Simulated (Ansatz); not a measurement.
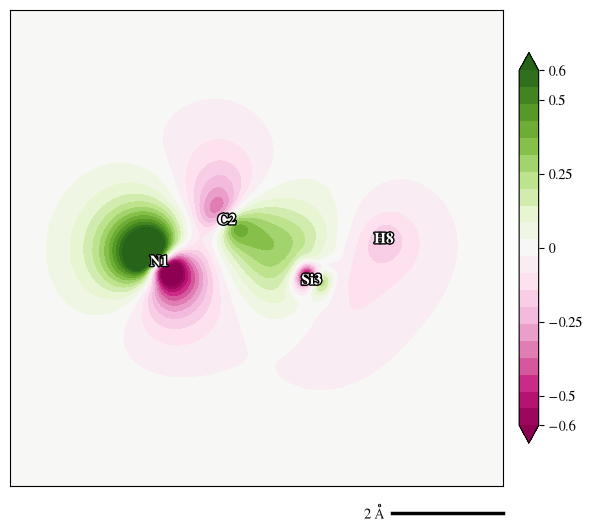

*CH$_{8}$NSbSi (SMILES N[CH]([SiH3])[SbH2]). The HOMO on the plane of atoms N1, C2 and Si3 (values in Å⁻³ᐟ²; the overall sign is arbitrary).*

Core potentials replace the inner electrons of Sb.

These are results of RKS LDA/def2-SVP in Ansatz, not measurements.

```xyz
12

N     0.8733    0.6474   -0.9742
C    -0.3180    0.5015   -0.1780
Si    0.0425    0.0193    1.6117
Sb   -1.6845   -0.9598   -1.0719
H     1.3670   -0.2496   -1.0852
H     1.5335    1.3252   -0.5625
H    -0.9161    1.4441   -0.1980
H    -1.1726   -0.0689    2.5070
H     1.0012    1.0297    2.1991
H     0.7415   -1.3187    1.6045
H    -1.2511   -0.4280   -2.6589
H    -0.3966   -2.1199   -1.1204
```

Question: Describe this orbital and give its energy.

Answer: By Hirshfeld shares it lies mainly on N1 (about 50 %), C2 (about 15 %), Sb4 (about 10 %) and Si3 (about 10 %). Its energy is −5.11 eV.
